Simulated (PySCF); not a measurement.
## Electronic structure of C7H4ClFO in real space

Input

```
{"job": {"kind": "uv", "xc": "PBE0", "basis": "def2-SVPD", "nstates": 8, "ntriplets": 3}, "charge": 0, "multiplicity": 1}
O      2.851017     1.368851    -0.333181
C      2.305343     0.343657    -0.075005
Cl     3.295928    -1.078381     0.294675
C      0.860076     0.106596    -0.023404
C      0.288490    -1.128089     0.284837
C     -1.084545    -1.269152     0.312296
C     -1.878881    -0.169013     0.030125
F     -3.212883    -0.307476     0.057721
C     -1.337549     1.069248    -0.279415
C      0.034790     1.201443    -0.304947
H      0.920953    -1.973957     0.501759
H     -1.546281    -2.214825     0.547945
H     -1.989602     1.901043    -0.493475
H      0.492465     2.149584    -0.542096
```

Command:

```sh
OMP_NUM_THREADS=1 python probes_run.py task.json out
```

Geometry: GFN2-xTB.

The calculation used PBE0/def2-SVPD, SCF density, gas phase (PySCF 2.14.0).

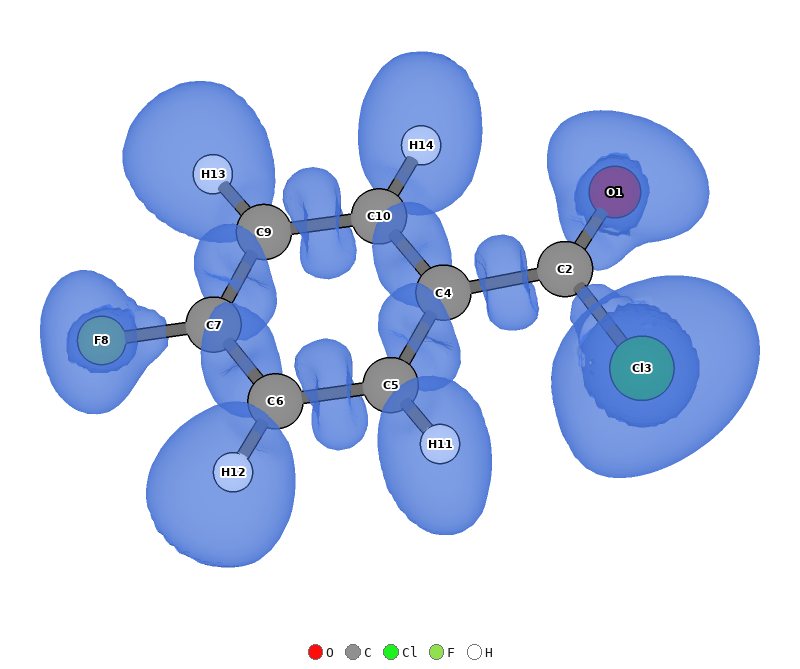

Figure 1. Isosurface of the ELF at 0.75 (blue), seen at a tilt. Core shells and regions of very low density are left out.

### Where are the electrons localised?

The ELF exceeds this value in seven regions between bonded C–C atoms (shared pairs), four regions around hydrogen nuclei, one region on Cl in which the atom's valence shell and bonds are merged, one region on F in which the atom's valence shell and bonds are merged and one region on O in which the atom's valence shell and bonds are merged. Profiles from the grid: C–O (1.19 Å): the ELF peaks at about 0.85 between the atoms (a multiple bond). C–F (1.34 Å): the ELF peaks at about 0.85 between the atoms (a shared but strongly polarised pair).

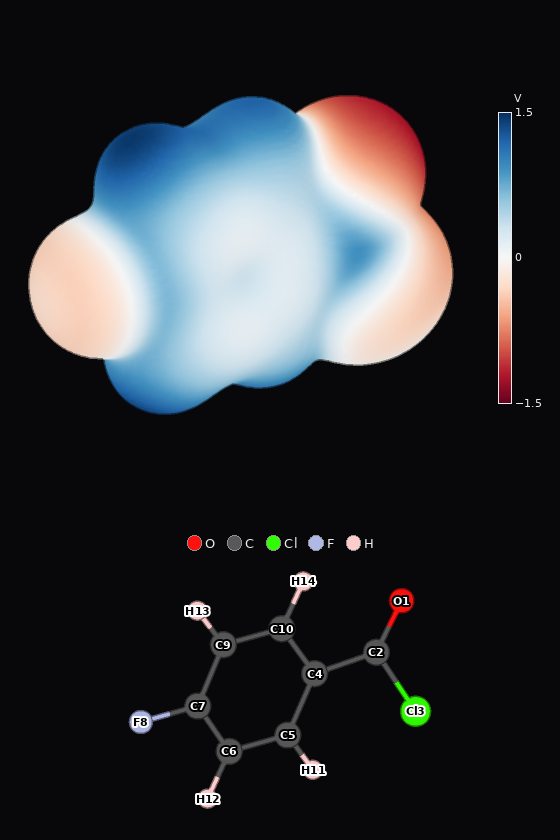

Figure 2. The electrostatic potential painted on the density surface at 0.002 e/bohr³, seen at a tilt; the colour scale runs from red (negative) to blue (positive). The bare structure is drawn below in the same view.

### Which sites attract a positive test charge, and which a negative one?

A positive charge is drawn to the negative regions and a negative charge to the positive ones. The most negative region (about −1.3 V) lies over O1, the most positive (about +1.4 V) over H12 and H13. Cl3 shows a σ-hole: about +0.4 V at the tip opposite its bond, against about −0.2 V on its flanks. O1 is the likeliest acceptor of a hydrogen bond.

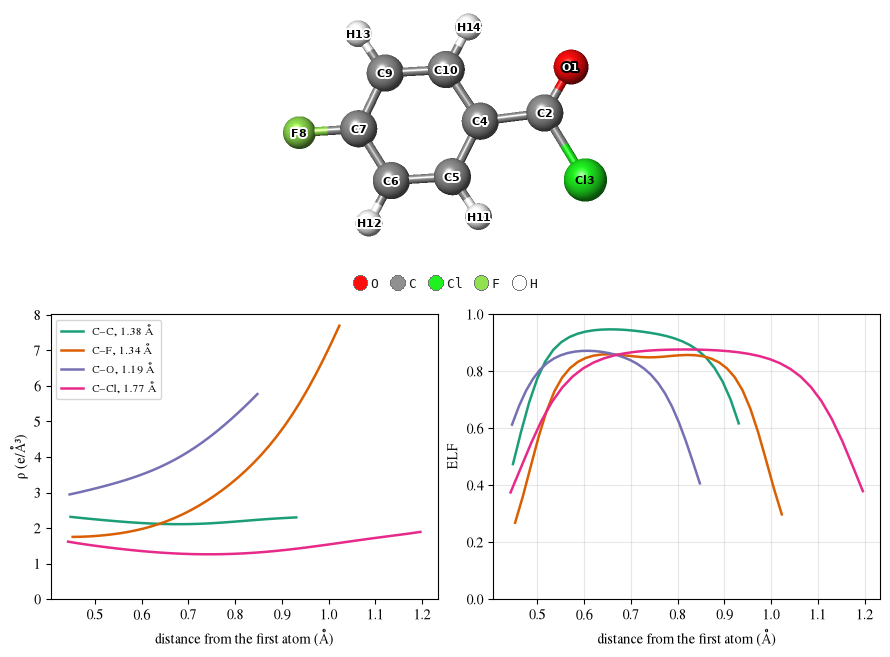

Figure 3. Electron density and electron localisation function along straight lines between neighbouring atoms. The curves leave out the atomic cores. The structure is drawn too.

### What can be read from the curves?

C–C (1.38 Å): ρ at the midpoint is about 2.1 e/Å³; the ELF peaks at about 0.95 between the atoms: localised, covalent bonding.
C–F (1.34 Å): the density is about 2.3 e/Å³ at the midpoint; the ELF peaks at about 0.85 between the atoms (a shared but strongly polarised pair).
C–O (1.19 Å): ρ at the midpoint is about 3.5 e/Å³; the ELF peaks at about 0.85 between the atoms (a multiple bond).
C–Cl (1.77 Å): ρ is about 1.4 e/Å³ halfway; the ELF peaks at about 0.90 between the atoms; localised, covalent bonding.
